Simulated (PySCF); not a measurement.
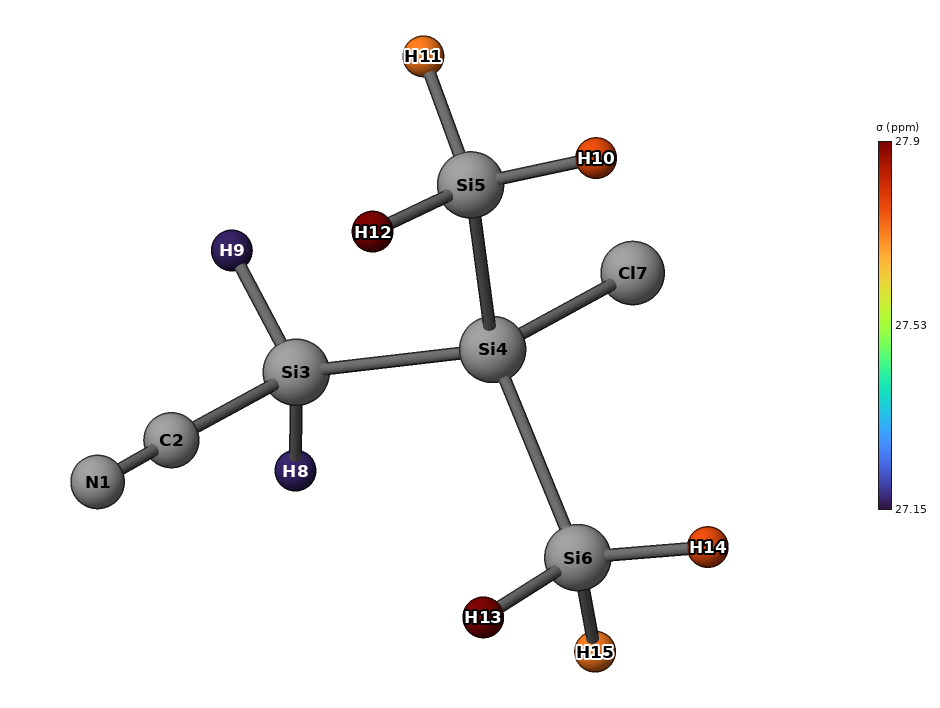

Atoms are coloured by their isotropic NMR shieldings (H only, the others grey). The computed structure is the end point of a GFN2-xTB optimisation. No frequency run is at hand to confirm it as a minimum. Properties computed with GIAO PBE0/pcSseg-1 NMR shielding, non-relativistic, gas phase (PySCF 2.14.0).

Q: Which H atom is the most shielded (lowest chemical shift)?

A: H12, H13 (27.90 ppm).

Q: Which H atom is the least shielded (highest chemical shift)?

A: H8, H9 (27.17 ppm).

Q: How wide is the range of H shifts?

A: 0.73 ppm.

Give the isotropic NMR shieldings of the H atoms atom by atom.

```csv
atom,σ (ppm)
H8,27.17
H9,27.17
H10,27.76
H11,27.72
H12,27.90
H13,27.90
H14,27.76
H15,27.72
```

The geometry is semi-empirical. Around Si such bond lengths and angles can be off by a tenth of an ångström or more and by several degrees, and values that hang on the shape move with them.
